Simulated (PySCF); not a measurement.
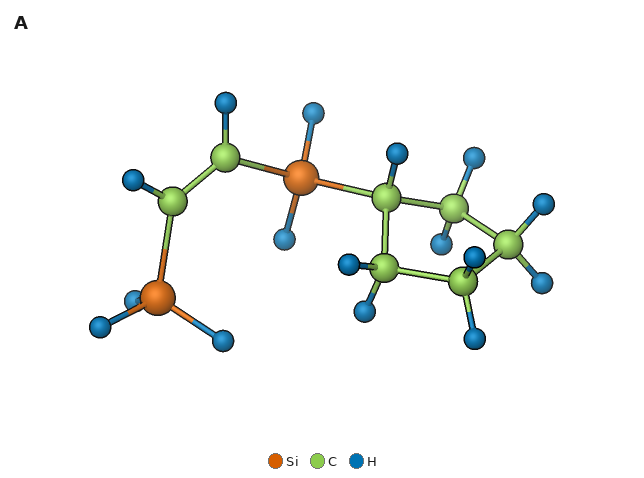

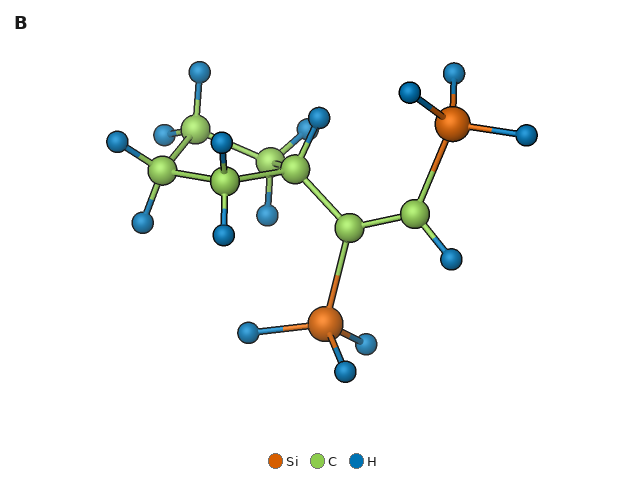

2 stationary structures of one formula. Geometries: GFN2-xTB. Electronic energies: PBE0/pcSseg-1 (PySCF 2.14.0), without zero-point energy. No frequency run is at hand to confirm each as a minimum. Each is one conformer, not always the lowest.

How are they related?

They are constitutional isomers of C7H16Si2: A `[SiH3]/C=C\[SiH2]C1CCCC1`, B `[SiH3]/C=C(/[SiH3])C1CCCC1`.

Rank them by energy, lowest first.

A is lowest; B lies 15.1 kJ/mol above it.

The geometry is semi-empirical. Around Si such bond lengths and angles can be off by a tenth of an ångström or more and by several degrees, and values that hang on the shape move with them.
